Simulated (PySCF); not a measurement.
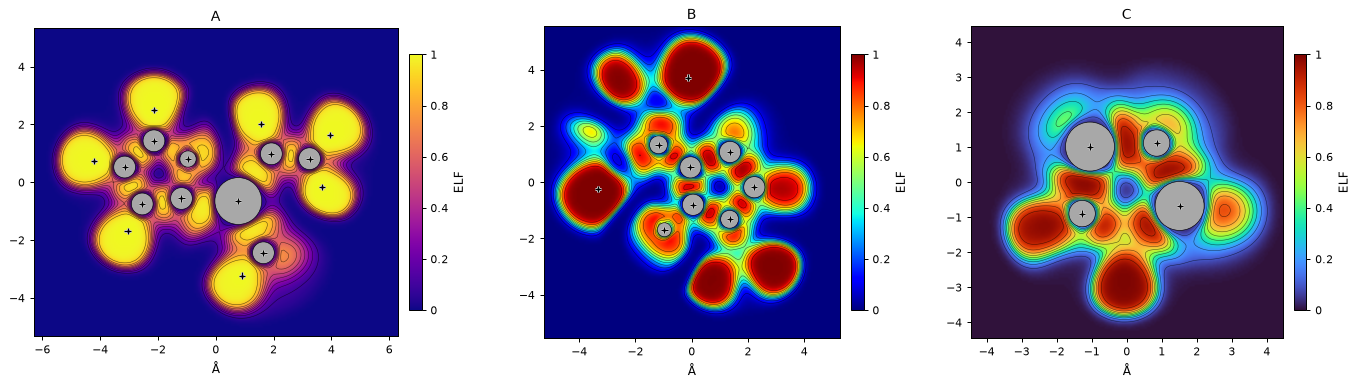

The electron localisation function of 3 systems, each on a plane through atoms (crosses mark nuclei in the plane; grey discs cover the cores).

All numbers below come from PBE0/pcSseg-1, SCF density, gas phase, non-relativistic in PySCF.

System 1: C₃H₉FSi₂, the plane of atoms C2, Si6 and C5. Geometry: GFN2-xTB.

```yaml
atoms:
  - { symbol: F, position_ang: [-0.0763, 1.2929, 1.8379] }
  - { symbol: C, position_ang: [0.1741, 1.3508, 0.4626] }
  - { symbol: C, position_ang: [-1.0897, 0.9240, -0.2734] }
  - { symbol: Si, position_ang: [-1.2581, -0.9715, -0.1327] }
  - { symbol: C, position_ang: [0.5865, -1.4463, -0.3070] }
  - { symbol: Si, position_ang: [1.6048, 0.1138, 0.0922] }
  - { symbol: H, position_ang: [0.4130, 2.4032, 0.2708] }
  - { symbol: H, position_ang: [-0.9842, 1.2195, -1.3181] }
  - { symbol: H, position_ang: [-1.9498, 1.4619, 0.1267] }
  - { symbol: H, position_ang: [-1.7930, -1.3659, 1.1719] }
  - { symbol: H, position_ang: [-2.0953, -1.5070, -1.2120] }
  - { symbol: H, position_ang: [0.8005, -1.7934, -1.3160] }
  - { symbol: H, position_ang: [0.8467, -2.2709, 0.3521] }
  - { symbol: H, position_ang: [2.3729, 0.6013, -1.0600] }
  - { symbol: H, position_ang: [2.4435, -0.0045, 1.2830] }
```

System 2: C₇H₉AlO, the plane of atoms Al3, C5 and O9. Geometry: GFN2-xTB.

```csv
atom,x (Å),y (Å),z (Å)
C,-3.0112,1.0768,-0.5368
C,-1.7437,1.1866,-0.1363
Al,-0.5955,-0.4398,-0.2384
C,-1.3975,-2.1539,-0.8524
C,1.3134,-0.4156,0.2413
C,2.6379,-0.6416,0.5117
C,3.2012,0.5833,0.9401
C,2.1947,1.4987,0.9106
O,1.0620,0.9213,0.4961
H,-3.4029,0.1373,-0.9027
H,-3.7168,1.8987,-0.5231
H,-1.4233,2.1680,0.2189
H,-2.3382,-2.3881,-0.3482
H,-1.6171,-2.1598,-1.9231
H,-0.7162,-2.9908,-0.6672
H,3.1541,-1.5766,0.4151
H,4.2188,0.7568,1.2299
H,2.1716,2.5450,1.1529
```

System 3: C₅H₁₃FN₂Si₂, the plane of atoms C5, C9 and F10. Geometry: GFN2-xTB.

```yaml
atoms:
  - { symbol: C, position_ang: [-3.1108, 0.7923, -0.0583] }
  - { symbol: N, position_ang: [-1.9693, -0.0182, -0.4161] }
  - { symbol: C, position_ang: [-1.7400, -1.2020, 0.4078] }
  - { symbol: C, position_ang: [-0.2213, -1.4452, 0.3795] }
  - { symbol: C, position_ang: [0.3201, -0.1215, -0.1053] }
  - { symbol: N, position_ang: [1.6750, 0.1929, -0.1287] }
  - { symbol: Si, position_ang: [2.0935, 1.8915, -0.0569] }
  - { symbol: Si, position_ang: [2.8017, -1.1041, -0.4187] }
  - { symbol: C, position_ang: [-0.7186, 0.6090, -0.5101] }
  - { symbol: F, position_ang: [-0.6864, 1.8414, -1.0608] }
  - { symbol: H, position_ang: [-3.1393, 1.6644, -0.7081] }
  - { symbol: H, position_ang: [-3.0803, 1.1275, 0.9886] }
  - { symbol: H, position_ang: [-4.0160, 0.2059, -0.2142] }
  - { symbol: H, position_ang: [-2.3084, -2.0423, 0.0029] }
  - { symbol: H, position_ang: [-2.0825, -1.0181, 1.4370] }
  - { symbol: H, position_ang: [0.1750, -1.7119, 1.3598] }
  - { symbol: H, position_ang: [0.0416, -2.2436, -0.3186] }
  - { symbol: H, position_ang: [3.4743, 1.9181, 0.4174] }
  - { symbol: H, position_ang: [1.9828, 2.5285, -1.3681] }
  - { symbol: H, position_ang: [1.1941, 2.4953, 0.9244] }
  - { symbol: H, position_ang: [4.1184, -0.4876, -0.4976] }
  - { symbol: H, position_ang: [2.4547, -1.7860, -1.6700] }
  - { symbol: H, position_ang: [2.7370, -2.0595, 0.6933] }
```

Q: Match each panel to its system.

A: Panel A is system 2, C₇H₉AlO: the plane holds C, Al, O and H. C–C (1.33 Å): the ELF peaks at about 0.95 between the atoms; a multiple bond. Panel B is system 3, C₅H₁₃FN₂Si₂: the plane holds N, C, F and H. C–C (1.33 Å): the ELF peaks at about 0.90 between the atoms (a short, multiple covalent bond). Panel C is system 1, C₃H₉FSi₂: the plane holds C and Si. C–Si (1.91 Å): the ELF peaks at about 0.95 between the atoms: a covalent bond.
